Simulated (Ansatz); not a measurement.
# PClF: from the start to rest

Aim: in PClF, a structure type of another compound, with these elements put in, relax the atoms in a fixed cell, then read levels, charges and fields where it ends.

Computed, not measured: Ansatz 0.2.0, DFT, r2SCAN, no spin polarisation, plane waves, PAW.

## (1) The cell

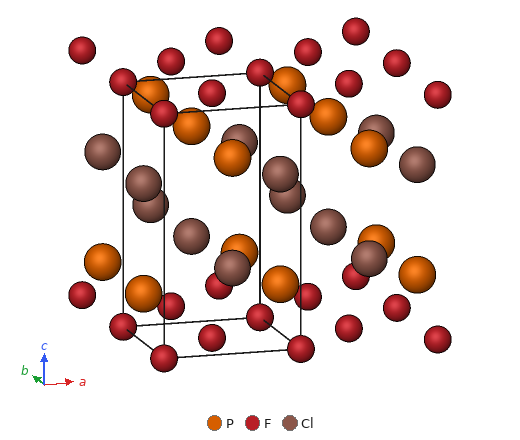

Viewed slightly off an axis; phosphorus orange, fluorine red, chlorine brown. 2×2×1 cells are drawn.

The structure is tetragonal, space group P4/nmm (No. 129). Conventional cell: a = 3.774 Å, b = 3.774 Å, c = 6.645 Å, α = 90.00°, β = 90.00°, γ = 90.00°. Around P (site symmetry 4mm) lie 4 F at 2.31 Å. F (site symmetry -4m2) has 4 P at 2.31 Å as nearest neighbours. Cl (site symmetry 4mm) is surrounded by 5 P at 2.85 to 2.99 Å and 4 F at 3.00 Å.

Symmetry-reduced, conventional setting; the input below types the cell that was run:

```cif
data_structure
_symmetry_space_group_name_H-M 'P4/nmm:1'
_symmetry_Int_Tables_number 129
_cell_length_a 3.7740
_cell_length_b 3.7740
_cell_length_c 6.6455
_cell_angle_alpha 90.000
_cell_angle_beta 90.000
_cell_angle_gamma 90.000
_cell_volume 94.65
loop_
_atom_site_label
_atom_site_type_symbol
_atom_site_symmetry_multiplicity
_atom_site_Wyckoff_symbol
_atom_site_fract_x
_atom_site_fract_y
_atom_site_fract_z
_atom_site_occupancy
P1 P 2 c 0.00000 0.50000 0.20000 1
F1 F 2 a 0.00000 0.00000 0.00000 1
Cl1 Cl 2 c 0.00000 0.50000 0.65000 1
```

The first density is read from a saved solution for the starting cell.

## (2) Relaxing

Contents of input.yaml:

```yaml
crystal:
  lattice:
    - [3.774031, 0.0, 0.0]
    - [0.0, 3.774031, 0.0]
    - [0.0, 0.0, 6.645456]
  atoms:
    - { symbol: P, position: [0.0, 0.5, 0.2] }
    - { symbol: P, position: [0.5, 0.0, 0.8] }
    - { symbol: F, position: [0.0, 0.0, 0.0] }
    - { symbol: F, position: [0.5, 0.5, 0.0] }
    - { symbol: Cl, position: [0.0, 0.5, 0.65] }
    - { symbol: Cl, position: [0.5, 0.0, 0.35] }
  symmetry: { tolerance: 0.0003 }
kpoints:
  mp_grid: { grid: [8, 8, 5], shift: [0, 0, 0] }
magnetization:
  spin_polarized: false
scf:
  occupations: { method: fermi_dirac, width: 0.1126 }
  lower_state_search: "off"
hamiltonian:
  pseudopotentials: { kind: paw }
  xc: r2scan
basis:
  ecutwfc: 500
  fft_grid_basis: typed
relax:
  max_steps: 60
output:
  forces: true
  stress: true
  eigenvalues: true
  bader: true
  populations: true
  elf: true
  write_potential: true
  volumetric_format: npy
  dos:
    e_range: [-12, 8]
    de: 0.05
    projected: { site_lists: { Cl: [Cl], F: [F], P: [P] } }
  write_density: true
checkpoint:
  read: saved_state
```

Launch:

```
$ ansatz run input.yaml --threads 2 --pin off --max-ram 3584MiB --backend cpu --events-out ev --progress --plain --runs-dir out
```

Standard output, shortened:

```text
Warning: output.stress: scf.convergence.dr2_threshold = 1e-7 eV (the SCF's general default) is looser than the 6e-10 eV advised for a printed stress (1e-10 eV for each atom of the cell: 6). What an SCF threshold leaves in a stress goes as its square root, and in the free energy as the [...]
Warning: RAYON_NUM_THREADS=2 ignored (pool sized by the plan → 2); use --threads N
[...]
Pseudopotentials: kind: paw
Pseudopotential: P, paw, valence charge 5, recommended cutoff 500 eV (meta_gga), P.paw.azcp
Pseudopotential: F, paw, valence charge 7, recommended cutoff 500 eV (meta_gga), F.paw.azcp
Pseudopotential: Cl, paw, valence charge 7, recommended cutoff 500 eV (meta_gga), Cl.paw.azcp
Functional definition: r2SCAN
[...]
Crystal: 6 atoms, lattice volume = 94.653 Å³
Basis set: ecut = 500 eV, 2385 PW (Γ), exchange–correlation on 120×120×200 points (64 copies of the dense FFT grid, shifted against one another)
Bands: 25, of which v1, the nominal top of the filled ones, is band 19 counted from 1 (18 counted from 0)
Symmetry: 16 space group operations
Space group: P4/nmm (ITA 129), of the structure as read, at distance tolerance 1.4e-3 Å
k-points: 45 of 320
[...]
SCF iter   1: F=-5299.829424 eV  HF=-5299.827361 eV  |F-HF|=2.06e-3  |Δ(HF+E_count)|=         —  Δρ=1.02e-3  dr2=6.30e-4  dr2_τ=7.77e-4  ethr=2.06e-6  ⟨swp⟩=3.0  Hψ=9151  notcnv=0
[...]
relax step   1: F+E_penalty+E_count = -5299.82975732 eV  Δ(F+E_penalty+E_count) = +0.000e0 eV  max|allowed force component| = 4.300e-1 eV/Å  Δτ_max = 0.0000 Å  (7 SCF iters, accepted)
[...]
relax step   2: F+E_penalty+E_count = -5299.84096968 eV  Δ(F+E_penalty+E_count) = -1.121e-2 eV  max|allowed force component| = 4.234e-1 eV/Å  Δτ_max = 0.1474 Å  (7 SCF iters, dr2 threshold 1.16e-5 eV, accepted)
[...]
SCF iter   4: F=-5299.886517 eV  HF=-5299.886426 eV  |F-HF|=9.06e-5  |Δ(HF+E_count)|=   2.59e-4  Δρ=3.78e-4  dr2=1.31e-4  dr2_τ=8.51e-6  ethr=6.32e-6  ⟨swp⟩=2.3  Hψ=1744  notcnv=0
```

## (3) The output, continued

Output, continued, shortened:

```text
SCF iter   5: F=-5299.886551 eV  HF=-5299.886553 eV  |F-HF|=1.83e-6  |Δ(HF+E_count)|=   1.26e-4  Δρ=1.29e-4  dr2=1.90e-5  dr2_τ=1.29e-6  ethr=3.45e-7  ⟨swp⟩=2.0  Hψ=2002  notcnv=0
[...]
relax step   3: F+E_penalty+E_count = -5299.88655423 eV  Δ(F+E_penalty+E_count) = -4.558e-2 eV  max|allowed force component| = 5.830e-2 eV/Å  Δτ_max = 0.1031 Å  (6 SCF iters, dr2 threshold 1.12e-5 eV, accepted)
[...]
relax step   4: F+E_penalty+E_count = -5299.88743546 eV  Δ(F+E_penalty+E_count) = -8.812e-4 eV  max|allowed force component| = 1.955e-2 eV/Å  Δτ_max = 0.0203 Å  (7 SCF iters, dr2 threshold 2.12e-7 eV, accepted)
[...]
relax step   5: F+E_penalty+E_count = -5299.88754309 eV  Δ(F+E_penalty+E_count) = -1.076e-4 eV  max|allowed force component| = 1.054e-4 eV/Å  Δτ_max = 0.0050 Å  (6 SCF iters, accepted)
[...]
    - { symbol: F, position: [-2.5974037996276196e-33, 1.931275049255987e-34, -2.719156700171065e-21] }
    - { symbol: F, position: [0.49999999999999994, 0.49999999999999994, -2.7191567001710577e-21] }
    - { symbol: Cl, position: [2.5511568443205502e-33, 0.49999999999999994, 0.657015811813084] }
    - { symbol: Cl, position: [0.49999999999999994, -4.700775962828652e-34, 0.34298418818691595] }
--- Löwdin populations: 6 sites ---
  site symbol       q [e]
     0      P      4.2846
     1      P      4.2846
     2      F      7.4421
     3      F      7.4421
     4     Cl      7.1614
     5     Cl      7.1614
  spilling = 0.005891 (of n_electrons = 38.000000)
--- Bader charges: 6 sites ---
  site symbol  charge [e]  shift [e]
     0      P      1.0248     0.0004
     1      P      1.0249     0.0004
     2      F     -0.6321     0.0004
     3      F     -0.6321     0.0004
     4     Cl     -0.3928     0.0000
     5     Cl     -0.3927     0.0000
  estimated error of the sums over rays = 4.1e-4 e
```

Run time: 66 s. Hardware: 2 threads of Arm Neoverse V2, shared host; peak memory 0.72 GiB.

Step by step:

| step | energy from step 1 (eV/cell) | largest force component (eV/Å) |
| --- | --- | --- |
| 1 | 0.0000 | 0.4300 |
| 2 | -0.0112 | 0.4234 |
| 3 | -0.0568 | 0.0583 |
| 4 | -0.0577 | 0.0195 |
| 5 | -0.0578 | 0.0001 |

Step 1 is the start.

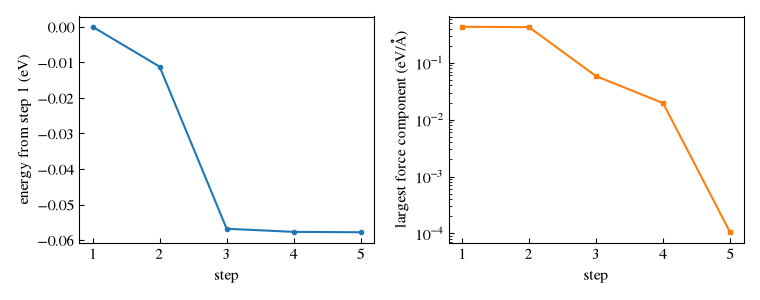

How energy and force went from step to step.

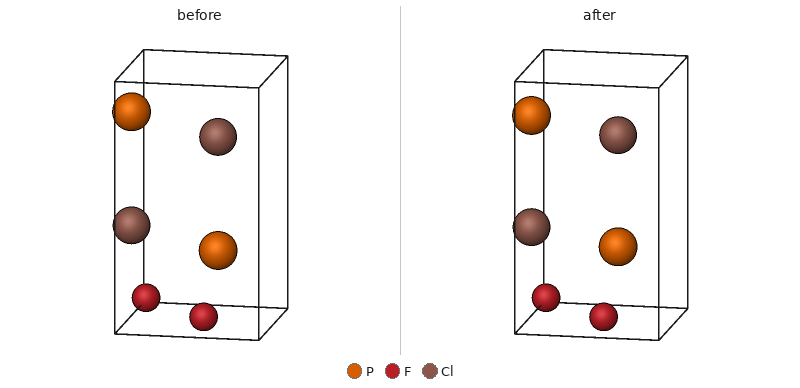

The structure before (left) and after (right), drawn at the same scale. Each atom of the cell is drawn once.

The largest move, 0.10 Å, is shared by several atoms, P2 among them.

## (4) States by energy

States per cell by energy window, from dos.tsv and pdos.tsv (tetrahedra; eV from the Fermi level):

| from | to | total | Cl p | F p | P p |
| --- | --- | --- | --- | --- | --- |
| -4.5 | -4.0 | 3.19 | 1.98 | 0.84 | 0.20 |
| -4.0 | -3.5 | 3.38 | 2.40 | 0.59 | 0.14 |
| -3.5 | -3.0 | 2.61 | 2.00 | 0.32 | 0.07 |
| -3.0 | -2.5 | 0.00 | 0.00 | 0.00 | 0.00 |
| -2.5 | -2.0 | 0.00 | 0.00 | 0.00 | 0.00 |
| -2.0 | -1.5 | 0.00 | 0.00 | 0.00 | 0.00 |
| -1.5 | -1.0 | 0.00 | 0.00 | 0.00 | 0.00 |
| -1.0 | -0.5 | 0.24 | 0.02 | 0.01 | 0.19 |
| -0.5 | 0.0 | 1.56 | 0.12 | 0.12 | 1.21 |
| 0.0 | 0.5 | 2.60 | 0.23 | 0.28 | 1.95 |
| 0.5 | 1.0 | 2.39 | 0.32 | 0.24 | 1.73 |
| 1.0 | 1.5 | 3.35 | 0.62 | 0.27 | 2.36 |
| 1.5 | 2.0 | 1.59 | 0.30 | 0.15 | 1.11 |
| 2.0 | 2.5 | 0.26 | 0.06 | 0.03 | 0.17 |
| 2.5 | 3.0 | 0.00 | 0.00 | 0.00 | 0.00 |

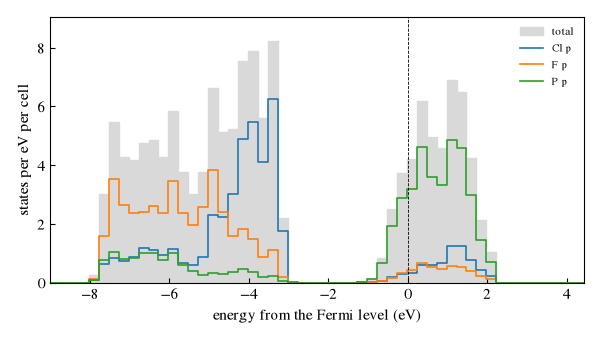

Total and projected density of states, in bins of 0.25 eV.

## (5) Atomic charges

By element, from the tables in the log (a charge is positive for electrons lost): Löwdin charges also hold the electrons that the projection spills.

| element | atoms | Bader charge (e) | Bader volume (Å³) | Löwdin charge (e) |
| --- | --- | --- | --- | --- |
| P | 2 | +1.02 | 15.4 | +0.72 |
| F | 2 | -0.63 | 10.6 | -0.44 |
| Cl | 2 | -0.39 | 21.4 | -0.16 |

The Löwdin projection spills 0.6 % of the electrons and depends on the orbitals chosen; where it disagrees with Bader's partition, neither is an observable.

## (6) Real-space fields

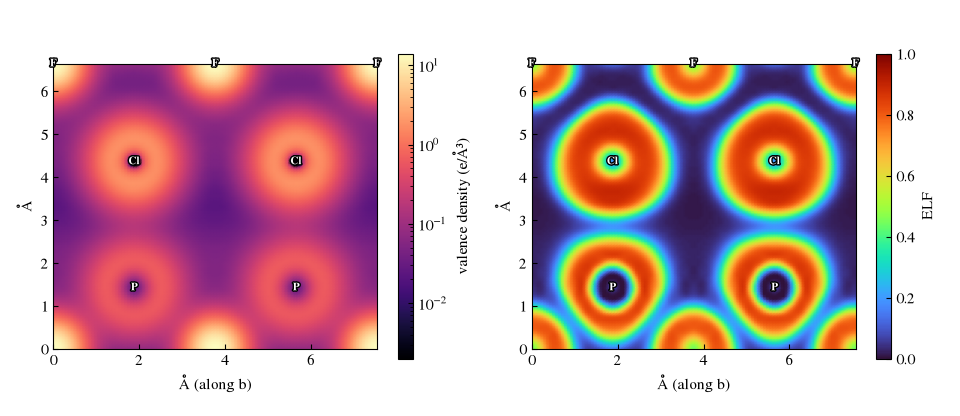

Valence density (left, log scale) and ELF (right) in the plane spanned by b and c at height 0.000 along a (axes of the input's cell); atoms within 0.2 Å are lettered, 2×1 cells. Near the nuclei they are pseudo-fields.

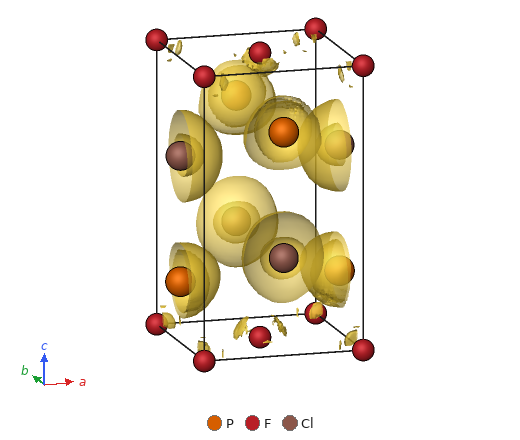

Surface of ELF = 0.81 in one cell.

At the density minimum on some short contacts:

| contact | length (Å) | minimum at (fraction) | density (e/Å³) | ELF |
| --- | --- | --- | --- | --- |
| Cl5–P2 | 2.802 | 0.53 | 0.237 | 0.34 |

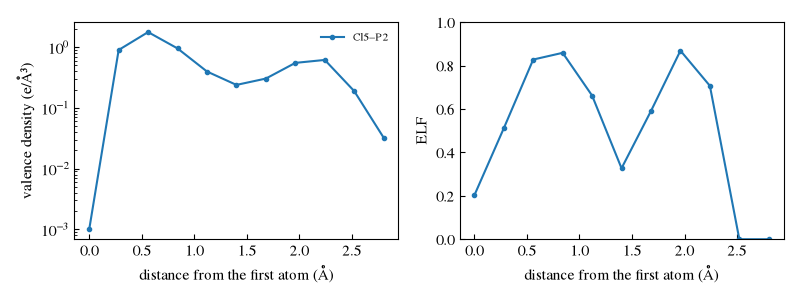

Smooth valence density and ELF along the contacts, at tenths of each length.

## (7) What came out

```
                                                 quantity                         value
                                                    moves                             4
                                            energy gained                  9.6 meV/atom
                                             largest move                    0.10 Å (P)
                     space group (0.01 Å), before / after               P4/nmm / P4/nmm
                          pressure left in the fixed cell                      -3.5 GPa
                                                character                         metal
density of states, mean within 0.25 eV of the Fermi level             4 per eV per cell
                                            Bader charges  P +1.02, F -0.63, Cl -0.39 e
```

In words: In the fixed cell the largest move of an atom is 0.10 Å; the energy fell by 9.6 meV per atom. The fixed cell still holds a mean pressure of -3.5 GPa, so it would shrink if let free. The run held to 16 symmetry operations, so a lower structure without them is not ruled out. Bands cross the Fermi level: a metal; within 0.25 eV of the Fermi level the density of states averages 4 per eV per cell, mostly P p (76 %). P loses most charge (+1.02 e on average) and F gains most (-0.63 e).

Caveats: the SCF threshold is loose for a stress.
